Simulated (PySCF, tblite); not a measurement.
**C₃H₈OPSi₂ radical: geometry, infrared bands and EPR parameters**

Wanted: the infrared bands and EPR parameters of C₃H₈OPSi₂ radical (`[CH2]O[SiH2]C#C[SiH2]P`), by calculation.

The runs use tblite 0.8.0 and PySCF 2.14.0, with density-fitted response routines of our own; the level of theory stands in each step. All values are computed, except where a source is named. Atoms count from 0, in the outputs and in this text.

## (1) Starting geometry

15 atoms, charge 0, multiplicity 2; geometry from: force field or distance geometry start.

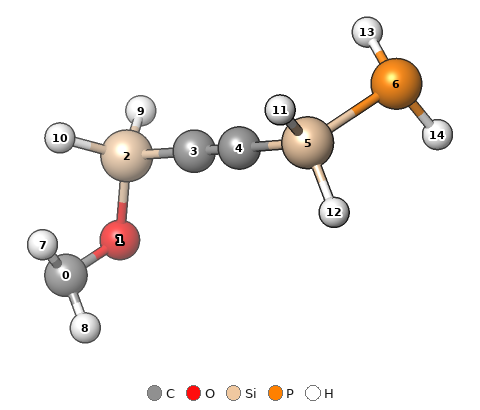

As it starts; carbon grey, oxygen red, silicon light orange, phosphorus orange, hydrogen white, atoms numbered.

## (2) Geometry optimisation with GFN2-xTB

The job: settings as JSON, then the geometry in Å.

```
{"job": {"kind": "relax", "xc": "GFN2-xTB", "basis": "xTB"}, "charge": 0, "multiplicity": 2}
C     -3.737500    -0.375700    -0.378600
O     -2.867300     0.521600    -0.992000
Si    -1.794700     1.184700     0.225500
C     -0.210600     0.317300     0.271100
C      0.850900    -0.265300     0.306900
Si     2.455800    -1.129700     0.353000
P      3.969900     0.221300    -0.536700
H     -3.519500    -0.519200     0.700100
H     -3.750100    -1.319500    -0.966600
H     -1.663600     2.598700    -0.144100
H     -2.432500     1.037700     1.535900
H      2.775200    -1.499600     1.719800
H      2.437400    -2.357500    -0.457900
H      3.592500     1.569500    -0.195900
H      3.889700     0.023500    -1.979500
```

The run is started by

```console
OMP_NUM_THREADS=1 python probes_run.py task.json out
```

One launch serves the whole session: the jobs run in the order shown.

The log of the run:

```text
step      E/eV     max force
  0    -554.93257    2.727
  1    -555.21127    2.192
  2    -555.27460    5.249
  3    -555.58226    1.216
  4    -555.69058    1.134
  5    -555.85556    1.440
  6    -555.88698    0.696
  7    -555.91182    0.410
  8    -555.93029    0.615
  9    -555.95348    0.726
 10    -555.97755    0.493
 11    -556.00602    0.447
 12    -556.03744    0.600
 13    -556.06170    0.450
 14    -556.07358    0.277
 15    -556.08073    0.266
 16    -556.08706    0.243
 17    -556.09333    0.272
 18    -556.09929    0.188
 19    -556.10456    0.177
 20    -556.10865    0.198
 21    -556.11131    0.162
 22    -556.11359    0.157
 23    -556.11602    0.152
 24    -556.11828    0.132
 25    -556.11999    0.111
 26    -556.12099    0.063
 27    -556.12167    0.069
 28    -556.12245    0.080
 29    -556.12343    0.085
 30    -556.12439    0.078
 31    -556.12510    0.065
 32    -556.12566    0.067
 33    -556.12634    0.073
 34    -556.12737    0.103
 35    -556.12854    0.112
 36    -556.12966    0.083
 37    -556.13065    0.073
 38    -556.13163    0.104
 39    -556.13271    0.106
 40    -556.13374    0.071
 41    -556.13456    0.076
 42    -556.13530    0.078
 43    -556.13627    0.118
 44    -556.13762    0.131
 45    -556.13894    0.095
 46    -556.13974    0.064
 47    -556.14013    0.070
 48    -556.14060    0.087
 49    -556.14121    0.090
 50    -556.14286    0.074
 51    -556.14370    0.105
 52    -556.14419    0.052
 53    -556.14444    0.042
 54    -556.14472    0.047
 55    -556.14515    0.054
 56    -556.14600    0.075
 57    -556.14683    0.067
 58    -556.14730    0.105
 59    -556.14751    0.053
 60    -556.14784    0.042
 61    -556.14825    0.053
 62    -556.14888    0.082
 63    -556.14959    0.071
 64    -556.15052    0.060
 65    -556.15098    0.052
 66    -556.15131    0.039
 67    -556.15158    0.040
 68    -556.15191    0.056
 69    -556.15237    0.066
 70    -556.15280    0.084
 71    -556.15317    0.058
 72    -556.15349    0.066
 73    -556.15374    0.043
 74    -556.15391    0.037
 75    -556.15402    0.036
 76    -556.15417    0.037
 77    -556.15444    0.045
 78    -556.15483    0.051
 79    -556.15515    0.038
 80    -556.15531    0.034
 81    -556.15542    0.032
 82    -556.15554    0.032
 83    -556.15571    0.035
 84    -556.15594    0.048
 85    -556.15619    0.046
 86    -556.15628    0.016
 87    -556.15632    0.017
 88    -556.15640    0.017
 89    -556.15646    0.015
 90    -556.15651    0.030
 91    -556.15655    0.018
 92    -556.15659    0.025
 93    -556.15662    0.016
 94    -556.15665    0.014
 95    -556.15667    0.012
 96    -556.15669    0.012
 97    -556.15671    0.014
 98    -556.15676    0.019
 99    -556.15682    0.024
100    -556.15688    0.020
101    -556.15692    0.013
102    -556.15694    0.014
103    -556.15697    0.016
104    -556.15701    0.026
105    -556.15707    0.027
106    -556.15711    0.037
107    -556.15713    0.025
108    -556.15714    0.010
109    -556.15715    0.010
```

It took 0.91 s on 1 thread of Arm Neoverse V1, shared host.

Step by step: (not every step is listed)

```
step  energy from step 0 (eV)  largest force (eV/Å)
   0                   0.0000                2.7272
   1                  -0.2787                2.1919
   2                  -0.3420                5.2490
   3                  -0.6497                1.2161
   4                  -0.7580                1.1339
   5                  -0.9230                1.4398
   6                  -0.9544                0.6956
   7                  -0.9792                0.4100
   8                  -0.9977                0.6149
  17                  -1.1608                0.2721
  26                  -1.1884                0.0629
  35                  -1.1960                0.1121
  44                  -1.2050                0.1312
  53                  -1.2119                0.0419
  62                  -1.2163                0.0821
  71                  -1.2206                0.0579
  80                  -1.2227                0.0339
  89                  -1.2239                0.0150
  98                  -1.2242                0.0192
 104                  -1.2244                0.0260
 105                  -1.2245                0.0270
 106                  -1.2245                0.0375
 107                  -1.2246                0.0247
 108                  -1.2246                0.0105
 109                  -1.2246                0.0095
```

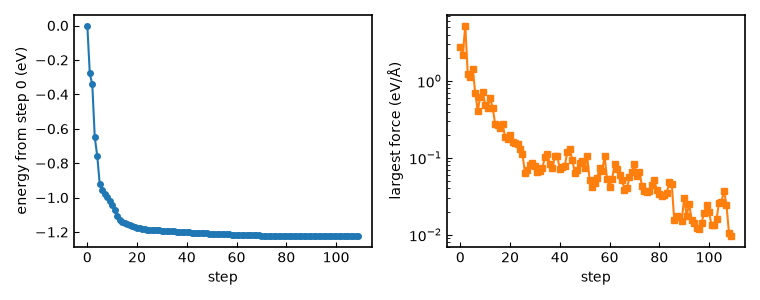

Energy and largest force along the relaxation.

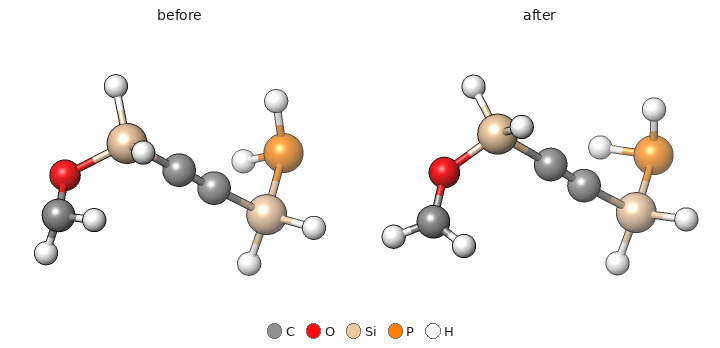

Before and after, at one scale.

Close pairs (by a distance rule), those that changed most:

```
  bond  before (Å)  after (Å)  change (Å)
O1–Si2       1.753      1.633      -0.120
P6–H14       1.459      1.383      -0.076
 C0–O1       1.392      1.327      -0.065
P6–H13       1.441      1.384      -0.057
Si2–C3       1.807      1.859      +0.052
 C0–H8       1.112      1.072      -0.040
 C0–H7       1.110      1.073      -0.037
Si5–P6       2.216      2.247      +0.032
```

The end geometry stands in the next job.

## (3) Vibrational analysis with GFN2-xTB

The job: settings as JSON, then the geometry in Å.

```
{"job": {"kind": "ir", "xc": "GFN2-xTB", "basis": "xTB"}, "charge": 0, "multiplicity": 2}
C     -3.546668    -0.630801    -0.407442
O     -2.906182     0.522153    -0.557209
Si    -1.755444     1.339700     0.263672
C     -0.165143     0.379373     0.325626
C      0.855261    -0.275983     0.337272
Si     2.484386    -1.155322     0.340112
P      4.082516     0.081740    -0.643079
H     -3.354528    -1.261344     0.439437
H     -4.202566    -0.924625    -1.203341
H     -1.655034     2.511666    -0.591844
H     -2.156689     1.571599     1.656318
H      2.890871    -1.374852     1.732395
H      2.365693    -2.410266    -0.409450
H      3.712070     1.271293    -0.041517
H      3.347042     0.363658    -1.779827
```

The log of the run:

```text
mode    cm-1     km/mol
  1       5.8      0.11
  2      43.7      0.42
  3      58.7      0.41
  4      83.9      6.57
  5      98.1      7.69
  6     145.2      6.73
  7     178.4      8.35
  8     213.6      5.07
  9     233.7     11.28
 10     248.2     43.87
 11     289.7     13.41
 12     315.2     10.66
 13     415.0      7.66
 14     423.9     58.73
 15     486.2     16.76
 16     514.1    108.82
 17     550.6     27.36
 18     617.9     24.79
 19     622.6    276.74
 20     708.7     10.57
 21     712.8    475.04
 22     722.1     58.20
 23     739.3    261.82
 24     749.8     78.66
 25     765.4    207.60
 26     857.7    323.57
 27    1085.2     16.90
 28    1149.3     11.66
 29    1298.1     45.48
 30    1382.6      2.86
 31    2204.1    247.74
 32    2218.3    298.42
 33    2220.7    125.09
 34    2221.5     48.13
 35    2305.1    214.06
 36    2333.2    232.12
 37    2390.6    162.34
 38    3110.4     16.02
 39    3156.6     24.78
```

It took 0.63 s on 1 thread of Arm Neoverse V1, shared host.

Which atoms move in the most intense modes:

```
cm⁻¹  km/mol                                   atoms
 623   276.7  H11 25 %, H12 21 %, H13 21 %, H14 21 %
 713   475.0  H13 25 %, H10 16 %, H12 13 %, H14 12 %
 739   261.8   H10 28 %, H9 19 %, H11 16 %, H12 15 %
 858   323.6    C3 33 %, C4 33 %, Si2 16 %, Si5 16 %
2204   247.7                                H10 91 %
2218   298.4                      H11 79 %, H12 11 %
2305   214.1                      H13 50 %, H14 45 %
2333   232.1                                 H9 97 %
```

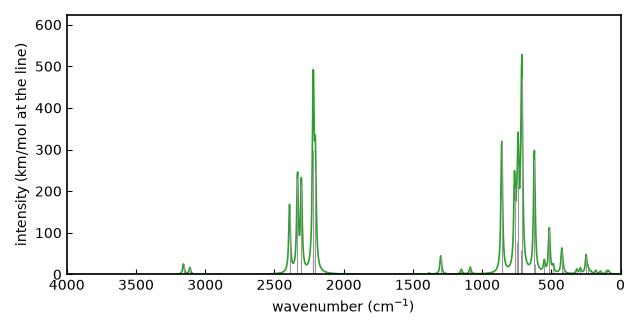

The infrared spectrum from these modes, unscaled. Lines are broadened to a width of 14 cm⁻¹ (Lorentzian).

## (4) g tensor and hyperfine couplings: B3LYP/pcH-1

Same as in step 3 but for these lines:

```diff
@@ -1,2 +1,2 @@
-{"job": {"kind": "ir", "xc": "GFN2-xTB", "basis": "xTB"}, "charge": 0, "multiplicity": 2}
+{"job": {"kind": "epr", "basis": "pcH-1"}, "charge": 0, "multiplicity": 2}
 C     -3.546668    -0.630801    -0.407442
```

Method: UKS B3LYP, pcH-1 on C H O P Si, non-relativistic, mean-field spin-orbit, GIAO.

The log of the run:

```text
UKS, coarse grid
  cycle   1  E = -1114.56016868  |g| = 5.39e-01
  cycle   2  E = -1114.41241464  |g| = 8.19e-01
  cycle   3  E = -1114.65835407  |g| = 1.18e-01
  cycle   4  E = -1114.66270456  |g| = 4.04e-02
  cycle   5  E = -1114.66348251  |g| = 1.16e-02
  cycle   6  E = -1114.66350632  |g| = 9.95e-03
  cycle   7  E = -1114.66355335  |g| = 1.91e-03
  cycle   8  E = -1114.66355690  |g| = 6.74e-04
UKS, final grid
  cycle   1  E = -1114.66362338  |g| = 7.93e-04
  cycle   2  E = -1114.66362273  |g| = 1.40e-03
  cycle   3  E = -1114.66362365  |g| = 3.64e-04
  cycle   4  E = -1114.66362372  |g| = 4.69e-05
  cycle   5  E = -1114.66362372  |g| = 4.41e-05
  cycle   6  E = -1114.66362372  |g| = 1.01e-05
E = -1114.66362372 Eh   <S^2> = 0.7534 (exact 0.7500)
g shifts (ppm)      1          2          3
  rmc          -176       -176       -176
  gc             -5         20         34
  oz_so         -10       1176       1840
  total        -191       1020       1698
hyperfine (MHz)  atom isotope    a_iso     a_fc   dipolar eigenvalues
    0   13C      87.02      87.07    -80.86    -78.63    159.48
    1   17O     -12.07     -12.11    -52.07     25.39     26.69
    2  29Si       0.48       0.44     -3.21      1.13      2.08
    3   13C       9.37       9.37     -0.93      0.02      0.91
    4   13C       1.86       1.87     -0.56      0.12      0.44
    5  29Si      -0.10      -0.10     -0.18      0.08      0.10
    6   31P       0.02       0.02     -0.08     -0.06      0.14
    7    1H     -64.67     -64.70    -38.23      0.16     38.08
    8    1H     -65.63     -65.66    -38.18      0.06     38.12
    9    1H      -3.63      -3.64     -2.72     -1.78      4.50
   10    1H       9.34       9.34     -2.25     -2.00      4.25
   11    1H       0.08       0.08     -0.26     -0.25      0.51
   12    1H       0.14       0.14     -0.36     -0.33      0.69
   13    1H      -0.00      -0.00     -0.20     -0.20      0.41
   14    1H       0.01       0.01     -0.24     -0.23      0.47
```

It took 2 min on 1 thread of Arm Neoverse V1, shared host; peak memory 0.97 GiB.

Principal g values 2.00213, 2.00334, 2.00402; g(iso) = 2.00316, against 2.00232 for a free electron.

Hyperfine couplings; where a row names several nuclei, a(iso) is their mean (it holds for fast rotation or exchange) and the dipolar term the largest among them:

```
  nuclei  isotope  a(iso) (MHz)  a(iso) (G, at g = 2.0023)  largest dipolar term (MHz)
      C0      13C          87.0                       31.0                       159.5
  H7, H8       1H         -65.2                      -23.2                       -38.2
      O1      17O         -12.1                       -4.3                       -52.1
      C3      13C           9.4                        3.3                        -0.9
 H9, H10       1H           2.9                        1.0                         4.5
      C4      13C           1.9                        0.7                        -0.6
     Si2     29Si           0.5                        0.2                        -3.2
H11, H12       1H           0.1                        0.0                         0.7
     Si5     29Si          -0.1                        0.0                        -0.2
      P6      31P           0.0                        0.0                         0.1
H13, H14       1H           0.0                        0.0                         0.5
```

Mulliken spin populations:

C0 0.98; O1 0.09; Si2 0.01; C3 0.00; C4 0.00; Si5 0.00; P6 0.00; H7 -0.04; H8 -0.05; H9 0.00; H10 0.01; H11 0.00; H12 0.00; H13 0.00; H14 0.00

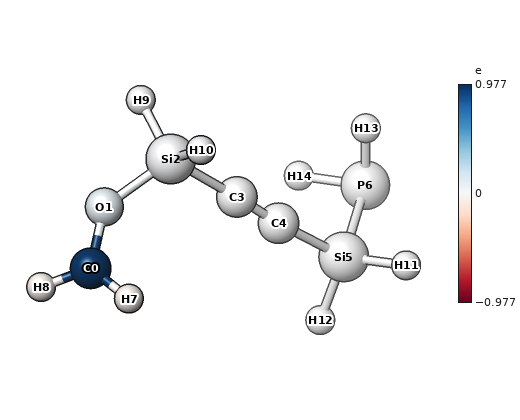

Mulliken spin populations, as colours on the atoms.

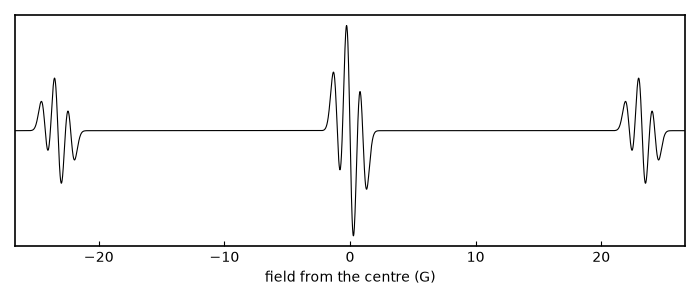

First-order isotropic spectrum (first derivative, main isotopes with spin only, couplings over 0.8 MHz, Gaussian width 0.3 G; couplings of the frozen geometry, rotation of groups not averaged beyond the rows shown).

Orbitals, density, ELF and potential are computed afterwards from the orbital file.

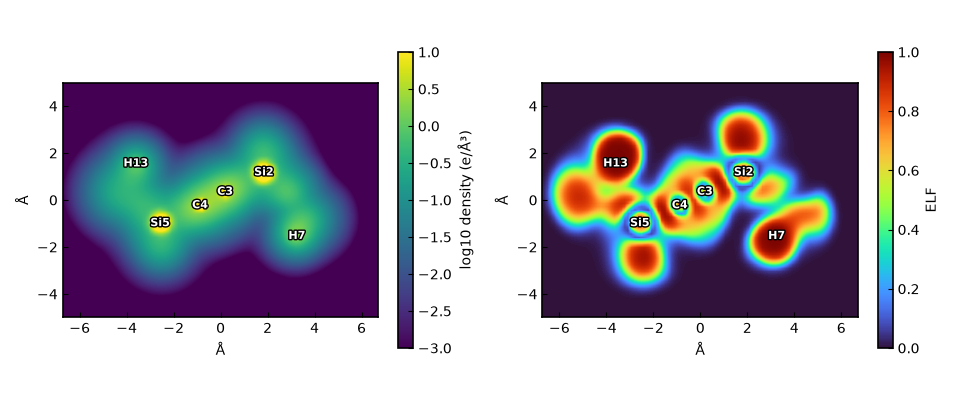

Density (left) and ELF (right) in a plane through or near 6 of the atoms.

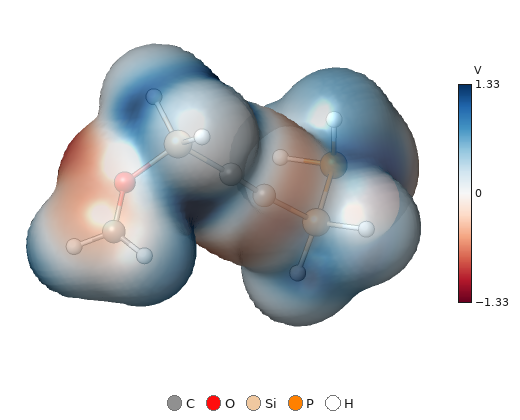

Electrostatic potential on the surface of density 0.002 e/bohr³; red is low, blue high. It runs from -0.84 V near O1 to 1.33 V near H10.

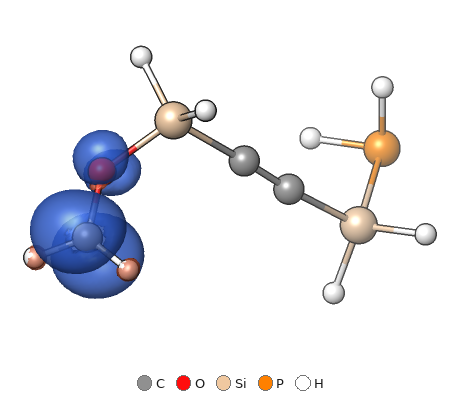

Spin density at ±0.04 e/Å³ (alpha excess blue, beta excess red).

## (5) Summary of results

```
                                                                  quantity                 value
                                 strongest single infrared mode (GFN2-xTB)  713 cm⁻¹, 475 km/mol
                                              zero-point energy (GFN2-xTB)         54.1 kcal/mol
                                                            g(iso) (B3LYP)               2.00316
                                                                      ⟨S²⟩    0.753 (exact 0.75)
                                        largest a(iso) (averaged by class)   13C on C0, 87.0 MHz
potential on the surface of density 0.002 e/bohr³, 1st and 99th percentile    -0.84 V and 1.33 V
```

In words: Over 109 steps the energy fell by 1.225 eV; of the close pairs, O1–Si2 changed most, 1.753 to 1.633 Å. No mode is imaginary among the 39: a minimum at this level. The strongest single mode, at 713 cm⁻¹, is spread over several atoms, H13, H10, H12, H14 among them. Unscaled tight-binding wavenumbers are off by several per cent, some by more. Its intensities can rank the bands wrongly. Most of the unpaired spin sits on C0 (0.98 e). The isotropic g lies 0.8 ppt above the free-electron value. These values are for one conformer; the search (at its own cheap level) found 2 more, at 0.07, 0.25 kcal/mol, and measured spectra average over such forms.
